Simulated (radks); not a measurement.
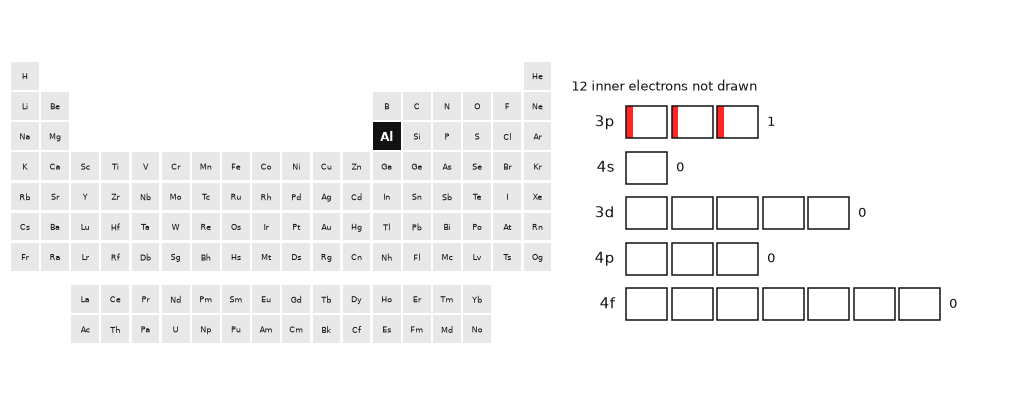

Left, the place of aluminium in the periodic table; right, the outer shells as the input fills them: a box for each of the 2l + 1 orbitals, shaded by the share of the shell that is filled, with the electron count at the right.

**Al: atomic calculation**

System: atomic aluminium (Al) in the configuration [Ne] 3s2 3p1 (3p1/2: 1).
Method: Dirac Kohn-Sham, AM05, spin-unpolarised, spherical densities, finite nucleus (the in-house radial solver radks).

Input file:
```
Z 13
configuration [Ne] 3s2 3p1 4s0 3d0 4p0 4f0
relativity Dirac
functional am05,am05
spin unpolarised
j_filling energy
nucleus finite rms 3.061 fm
c 137.035999084
```

Energies in input and log are in hartree, lengths in bohr (the nuclear radius in fm).

Hardware: 1 CPU thread, shared host.

The program's output:
```
1s1/2   1   2.0000         -55.30204875
2s1/2   1   2.0000          -3.95599568
2p1/2   1   2.0000          -2.56564633
2p3/2   1   4.0000          -2.54948146
3s1/2   1   2.0000          -0.28197751
3p1/2   1   1.0000          -0.09822101
3p3/2   1   0.0000          -0.09762091
4s1/2   1   0.0000          -0.01188552
3d3/2   1   0.0000           0.00035607
3d5/2   1   0.0000           0.00035607
4p1/2   1   0.0000          -0.00008109
4p3/2   1   0.0000          -0.00007845
4f5/2   1   0.0000           0.00060384
4f7/2   1   0.0000           0.00060384
Etot -241.87344286278142
Ekin 242.20342087255165
Encl -579.3300053285491
Eh 112.8443539491994
Exc -17.591212355983373
err 1.6621065574094334e-09
it 14
```

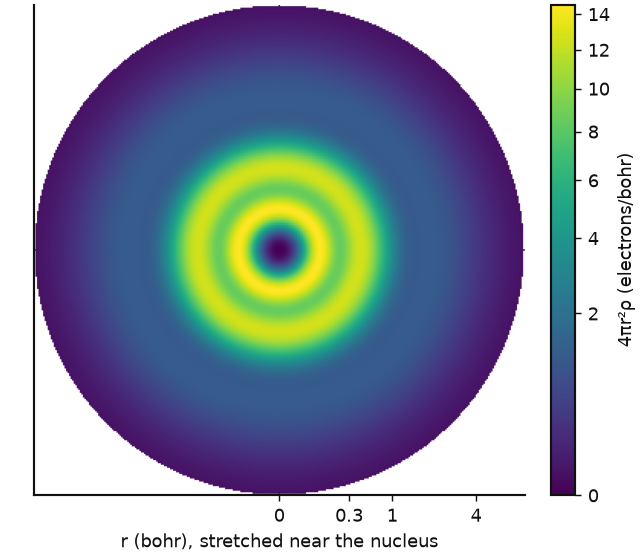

The radial density 4πr²ρ as a disc about the nucleus, with the radius drawn as r to the power 0.4. There are 3 maxima, at r = 0.0809, 0.448 and 2.10 bohr, parted by minima at 0.215 and 1.66 bohr, inside which lie 2.2 and 10.4 electrons. The outermost maximum rises little above the minimum before it.

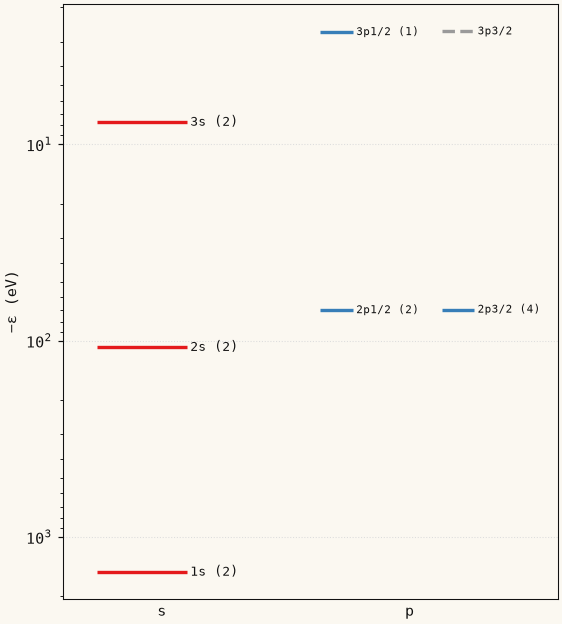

The occupied levels and a few empty ones, on a logarithmic scale of binding energy, are drawn by angular momentum (occupations in brackets, the lower j at the left of each column, empty levels dashed). The highest occupied level is 3p1/2 at −2.67 eV. The highest 4 occupied levels, from the top down, are 3p1/2 (−2.67 eV), 3s (−7.67 eV), 2p3/2 (−69.4 eV), 2p1/2 (−69.8 eV). The lowest empty level drawn is 3p3/2 at −2.66 eV. Spin-orbit splittings: 3p 0.0163 eV, 2p 0.440 eV. The measured ionisation energy (NIST) is 5.99 eV; minus the highest level, 2.67 eV, lies 55 % below it, as is usual for a semilocal functional, whose potential decays too fast.

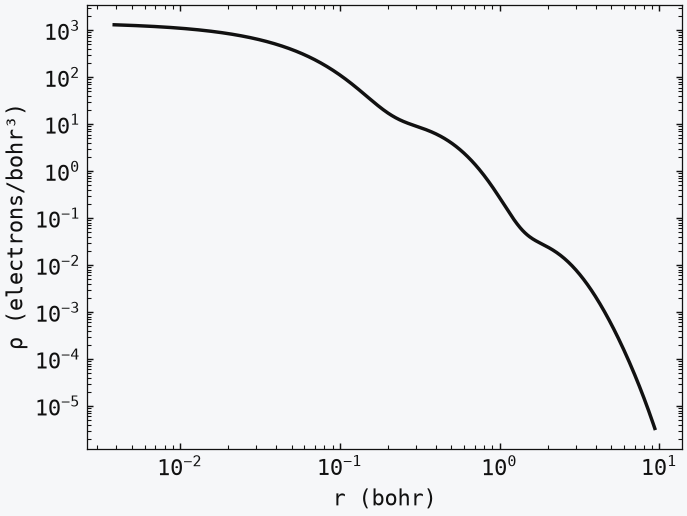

The electron density ρ(r) on a logarithmic scale. The density falls from 1300 electrons/bohr³ at the inner end (r = 0.0039 bohr) to 0.001 at r = 4.55 bohr, a common measure of the size of an atom or ion. The highest occupied orbital, 3p1/2 (⟨r⟩ = 3.43 bohr, −2.67 eV), is also the most diffuse and sets the fall-off far out: over the last part drawn ln ρ falls by 1.1 per bohr, against 2√(−2ε) = 0.89 for the pure exponential. The steps in the slope mark the shells; the radial density has its minima at 0.21 and 1.7 bohr.

Key numbers:

```
                       quantity                value
                        outcome            converged
                   total energy  −241.873443 hartree
                 kinetic energy   242.203421 hartree
        electron–nucleus energy  −579.330005 hartree
                 Hartree energy   112.844354 hartree
    exchange–correlation energy   −17.591212 hartree
radius at density 0.001 e/bohr³            4.55 bohr
                 SCF iterations                   14
```
